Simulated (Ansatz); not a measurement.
C₃H₇ClSi: single-point calculation

C₃H₇ClSi, computed with RKS PBE-D4/def2-TZVPP (Ansatz 0.2.0).

The geometry comes from this level: PBE0-D4/def2-TZVP. Figures and captions count atoms from 1; the log counts them from 0 in places.

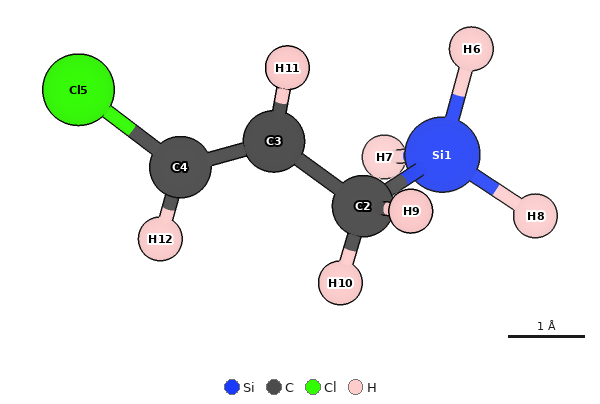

Figure 1. The input geometry (ball-and-stick view, seen at a tilt; atoms are numbered from 1 in the order of the input).

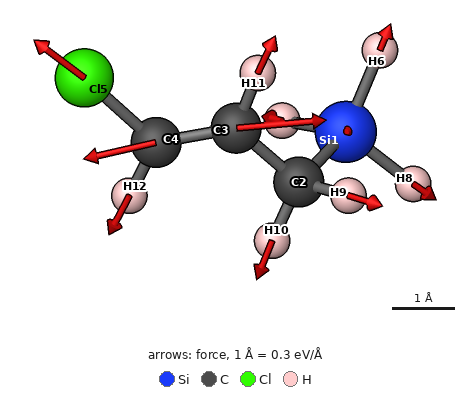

Figure 2. Forces on the atoms as red arrows (ball-and-stick view, seen at a tilt; atoms are numbered from 1 in the order of the input); the smallest are left out. The largest act on C3 (0.45 eV/Å); C4 (0.37 eV/Å); Cl5 (0.34 eV/Å); H12 (0.25 eV/Å), among others. The geometry is not a stationary point of this energy.

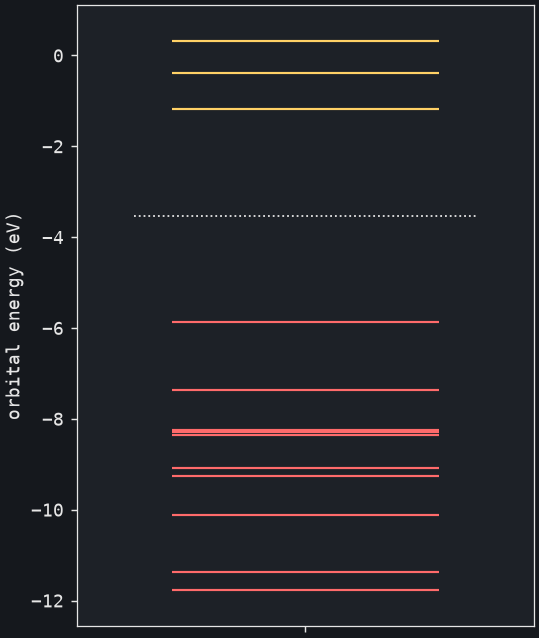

Figure 3. Orbital energies near the frontier; the dotted line parts filled from empty levels, and levels within 0.02 eV of each other stand side by side. Highest filled −5.87 eV, lowest empty −1.19 eV, 4.68 eV apart.

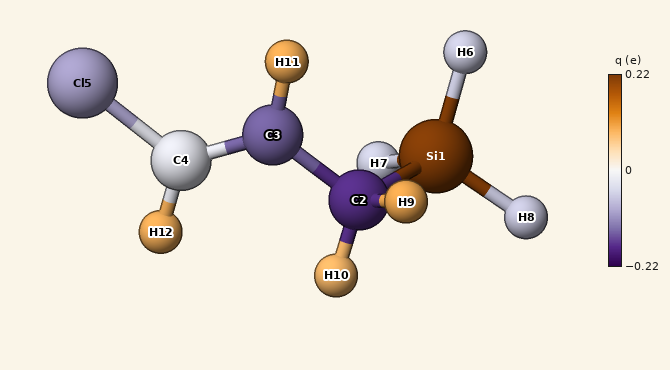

Figure 4. Mulliken charges, as the colour of each atom (ball-and-stick view, seen at a tilt; atoms are numbered from 1 in the order of the input). By element: Si +0.21, C −0.17 to −0.02, Cl −0.09 and H −0.06 to +0.10 e.

The input that produced these results follows, with the program's output.

Input file
```yaml
crystal:
  periodic: [false, false, false]
  atoms:
    - {symbol: Si, position_ang: [-1.732071, 0.488983, 0.066032]}
    - {symbol: C, position_ang: [-0.265334, -0.436228, -0.682897]}
    - {symbol: C, position_ang: [1.031039, 0.133200, -0.223797]}
    - {symbol: C, position_ang: [1.843728, -0.476037, 0.626490]}
    - {symbol: Cl, position_ang: [3.316938, 0.218366, 1.185051]}
    - {symbol: H, position_ang: [-1.618846, 1.940535, -0.236664]}
    - {symbol: H, position_ang: [-1.743857, 0.302626, 1.539945]}
    - {symbol: H, position_ang: [-3.007171, -0.024184, -0.504076]}
    - {symbol: H, position_ang: [-0.348987, -0.370989, -1.773279]}
    - {symbol: H, position_ang: [-0.350630, -1.493294, -0.414233]}
    - {symbol: H, position_ang: [1.302708, 1.120023, -0.588958]}
    - {symbol: H, position_ang: [1.649483, -1.458101, 1.040387]}
basis:
  gaussian: {orbitals: def2-TZVPP}
hamiltonian: {xc: pbe, dispersion: d4}
output: {forces: true, orbitals: {seedname: orbitals}}
```

Run as:
```bash
ansatz run in.yaml --threads 4 --pin off --events-out ev --progress --plain --max-ram 10444MiB
```

What the program printed
```
Functional definition: PBE
  name "PBE"
  cite "Perdew, Burke & Ernzerhof, Phys. Rev. Lett. 77, 3865 (1996) doi:10.1103/PhysRevLett.77.3865"
  parent pbe
  parameter kappa = 0.804
  parameter beta = 0.06672455060314922
  exchange = pbe_x(kappa = kappa, mu = beta*pi^2/3)
  correlation = pbe_c(beta = beta)
1535 factors; their error is unknown
mean field evaluation 1: about -23596.3611 eV, gradient 8.2e1 eV
mean field evaluation 2: about -23538.9406 eV, gradient 1.6e2 eV
mean field evaluation 4: about -23611.2229 eV, gradient 2.6e1 eV
mean field evaluation 8: about -23612.9428 eV, gradient 8.9e-2 eV
mean field evaluation 16: about -23612.9012 eV, gradient 3.3e-4 eV
mean field -23612.90122969 eV, -867.7581147917 hartree, gradient 1.0e-5 eV, S^2 0.000000; 0 other end points of the search recorded, 0 dependent functions left out
the calculation of the forces begins
reference -23612.90127735 eV, -867.7581165431 hartree; 28, 28 occupied and 247, 247 virtual orbitals, 1535 factors
Total energy: -23613.17045518 eV, -867.7680086462 hartree
Atom 0 at    -1.732071     0.488983     0.066032 Å, force    -0.042902     0.018815     0.009726 eV/Å
Atom 1 at    -0.265334    -0.436228    -0.682897 Å, force     0.020514     0.020621     0.002353 eV/Å
Atom 2 at     1.031039     0.133200    -0.223797 Å, force    -0.297863     0.170031    -0.288261 eV/Å
Atom 3 at     1.843728    -0.476037     0.626490 Å, force     0.212385    -0.186441     0.239613 eV/Å
Atom 4 at     3.316938     0.218366     1.185051 Å, force     0.293630     0.112391     0.126835 eV/Å
Atom 5 at    -1.618846     1.940535    -0.236664 Å, force     0.008370     0.146328    -0.025916 eV/Å
Atom 6 at    -1.743857     0.302626     1.539945 Å, force    -0.001863    -0.015236     0.149101 eV/Å
Atom 7 at    -3.007171    -0.024184    -0.504076 Å, force    -0.138009    -0.046319    -0.054896 eV/Å
Atom 8 at    -0.348987    -0.370989    -1.773279 Å, force    -0.035218     0.006785    -0.216132 eV/Å
Atom 9 at    -0.350630    -1.493294    -0.414233 Å, force    -0.024406    -0.212468     0.047394 eV/Å
Atom 10 at     1.302708     1.120023    -0.588958 Å, force     0.045344     0.208918    -0.084732 eV/Å
Atom 11 at     1.649483    -1.458101     1.040387 Å, force    -0.039983    -0.223425     0.094915 eV/Å
Dipole moment:    -0.233230    -0.156749    -0.191831 e Å
```

Results in brief

```csv
quantity,value
outcome,converged
total energy,−23613.1705 eV
mean-field energy,−23612.9013 eV
dispersion energy,−0.2692 eV
SCF solution under orbital rotations,stable
HOMO,−5.87 eV
LUMO,−1.19 eV
largest force (length of the vector),0.448 eV/Å
dipole moment,1.63 D
hardware,"4 threads of AMD EPYC, 23 GiB of memory available, shared host"
wall time,2.4 s (CPU time 8.3 s)
peak memory,0.4 GiB
```
